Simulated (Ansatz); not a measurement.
The starting structures come from a database of crystals and need not be the phases stable at ambient conditions.

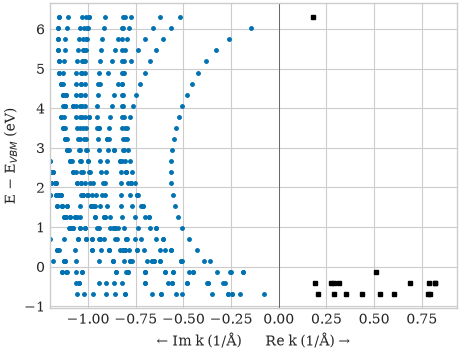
Figure: Complex bands at the centre of the two-dimensional zone; r2SCAN (Ansatz, a program for electronic structure)

The gap is the functional's own. No spin-orbit coupling. Mid-gap values are interpolated on the energy grid.

Q: This is Na2SnF6 (P4_2/mnm, not sure to be the ambient phase, 18 atoms a cell, 14.1 Å³ an atom) along the normal of (110). Read off the slowest decay at the centre of the two-dimensional zone at 2.94 eV, the computed energy nearest the middle of the gap.

A: κ ≈ 0.56 1/Å, a decay length 1/(2κ) of the density of 0.89 Å.
